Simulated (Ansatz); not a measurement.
Consider TaSi$_{2}$Ge$_{3}$.

Input file:

```
crystal:
  lattice:
    - [4.3395468049, 0.0, 0.0]
    - [-2.1697734024, 3.7581577739, 0.0]
    - [0.0, 0.0, 10.0212986475]
  atoms:
    - { symbol: Ta, position: [0.0, 0.0, 0.5] }
    - { symbol: Si, position: [0.3333333333, 0.6666666667, 0.0] }
    - { symbol: Si, position: [0.6666666667, 0.3333333333, 0.0] }
    - { symbol: Ge, position: [0.0, 0.0, 0.7418475738] }
    - { symbol: Ge, position: [0.0, 0.0, 0.2581524262] }
    - { symbol: Ge, position: [0.0, 0.0, 0.0] }
basis:
  ecutwfc: 420
kpoints:
  mp_grid: { grid: [12, 12, 4] }
hamiltonian:
  xc: pbe
scf:
  occupations: { method: gaussian, width: 0.1 }
output:
  forces: true
  stress: true
  eigenvalues: true
  write_density: true
  write_potential: true
  elf: true
  volumetric_format: npy
relax:
  adjacent_minimum: "off"
  f_tol: 0.01
  max_steps: 80
  cell: { stress_tol: 0.05 }
```

Run with:

```sh
ansatz run input.yaml --threads 1 --pin off --max-ram 2560MiB --backend cpu --events-out ev --progress --plain --runs-dir out
```

Below, planes, directions and counts refer to the conventional cell (a = 4.38 Å, b = 4.38 Å, c = 10.02 Å, α = 90.00°, β = 90.00°, γ = 120.00°).

The fields are those of the run's last geometry, not of the input's.

Space group P6/mmm; a structure generated by program, which may or may not match a known phase; computed without spin polarisation.

All numbers below come from DFT PBE, scalar-relativistic, plane waves, PAW in Ansatz 0.2.0.

### Predict the valence pseudo-density and electron localisation function between the atoms.

Ta–Ge (2.43 Å): ρ at the midpoint is about 0.52 e/Å³; the ELF is about 0.35 at the midpoint.
Si–Ge (2.53 Å): ρ is about 0.38 e/Å³ halfway; the ELF peaks at about 0.70 in the valence shell of Si, 0.9 Å from its nucleus, and is about 0.55 at the midpoint.
Si–Si (2.53 Å): the density is about 0.39 e/Å³ at the midpoint; the ELF peaks at about 0.75 between the atoms.
Ge–Ge (2.58 Å): ρ is about 0.37 e/Å³ halfway; the ELF peaks at about 0.65 between the atoms.

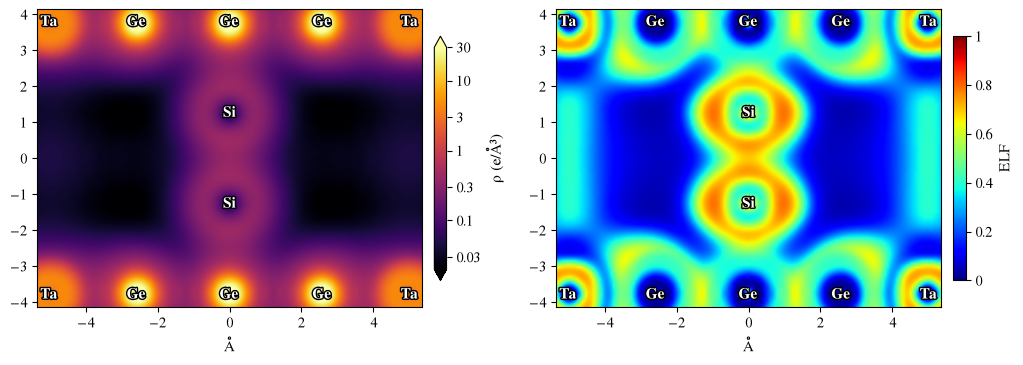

Computed valence pseudo-density and electron localisation function on the (110) plane of the conventional cell, in this order. 

Core electrons are frozen (PAW), and the valence fields are smoothed inside the atomic spheres.
